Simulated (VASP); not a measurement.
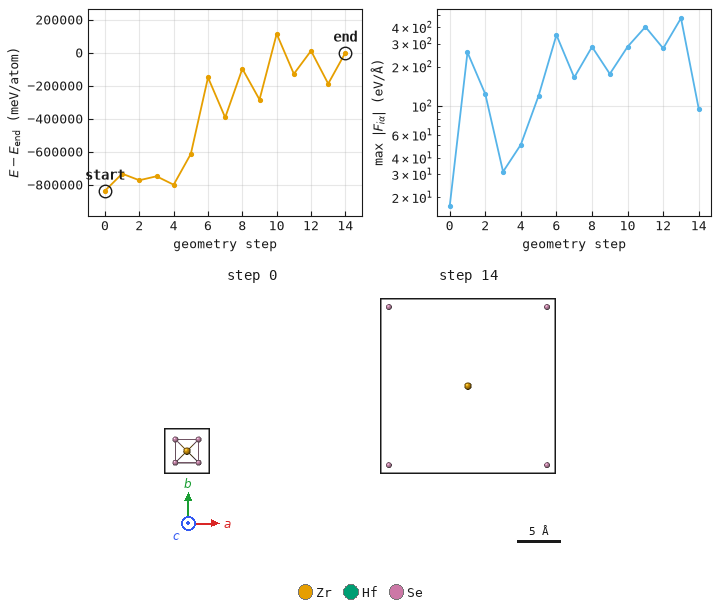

First and last geometry of a relaxation of solid HfZr2Se4 (a generated structure, set up in P4/mmm), with the history of the run. The picture is a ball-and-stick view of the cell of the calculation, seen along the c axis.

The run lets cell and atoms move.

The calculation used Kohn-Sham DFT of a periodic cell, PBE, VASP PAW PBE potentials, recommended in VASP.

Input
```
ALGO = Fast
EDIFF = 1E-4
EDIFFG = -0.08
ENCUT = 520
GGA = PE
IBRION = 2
ISIF = 3
ISMEAR = 0
LASPH = T
LCHARG = F
LREAL = F
LWAVE = F
NELM = 60
NSW = 24
PREC = Normal
SIGMA = 0.15
```

Launched with:
```bash
cat potpaw_PBE.64/Zr_sv/POTCAR potpaw_PBE.64/Hf_pv/POTCAR potpaw_PBE.64/Se/POTCAR > POTCAR
mpirun -np 1 vasp_std > vasp.out
```

**What do the curves and the structures tell?**

The run was cut off at its time limit before the relaxation converged, so the last structure is only a point on the way. The energy rises by 836237 meV per atom in 14 geometry steps. Largest force component: 17 eV/Å at the start, 95 eV/Å at the end. The pressure goes from 89.28 to 19.91 GPa. The largest moves relative to the cell, 5.57 Å, are those of Se atoms. Largest moves by element: Se 5.57 Å, Zr 1.74 Å. Hf stays in place. The drawn cell changes as follows: a = b 5.236 → 20.479 Å (+291.1 %), c 6.280 → 21.032 Å (+234.9 %); the volume changes by +5022.5 %. Some distances before and after: Se–Se 2.726 → 18.542 Å, Se–Zr 2.755 → 15.535 Å, Hf–Se 1.928 → 13.112 Å, Hf–Zr 1.969 → 8.333 Å. Bonds break, among them: Hf–Se (1.93 → 13.11 Å), Hf–Zr (1.97 → 8.33 Å), Se–Zr (2.76 → 15.54 Å), Zr–Zr (2.34 → 4.37 Å). The space group stays P4/mmm (No. 123). The run ends above its starting energy, so the optimiser went astray. The volume changes by over a tenth within one run on a fixed set of plane waves, so the end point should be relaxed again from the new cell.

```tsv
step	E − E(0), meV/atom	largest force component, eV/Å	pressure, GPa	volume, Å³/atom
0	0.00	17.0406	89.28	24.599
1	103127.65	256.9337	47.84	112.503
2	63475.88	123.4777	66.16	55.177
3	87572.82	31.4073	86.02	71.518
4	36319.22	50.6280	7.38	139.181
5	223338.15	120.0172	53.51	149.837
6	686344.27	349.1212	196.90	172.755
7	443756.41	165.1208	94.51	225.368
8	738983.70	283.3357	135.25	254.363
9	552110.79	175.9270	80.00	319.605
10	950612.61	283.9492	95.76	481.737
11	707796.85	402.8179	21.08	953.724
12	847789.04	275.7126	31.63	989.247
13	648456.05	469.4524	14.88	1062.916
14	836236.64	94.5634	19.91	1260.109
```

Limits of the set-up: layers or molecules are held without a dispersion correction, so their spacing is unreliable.
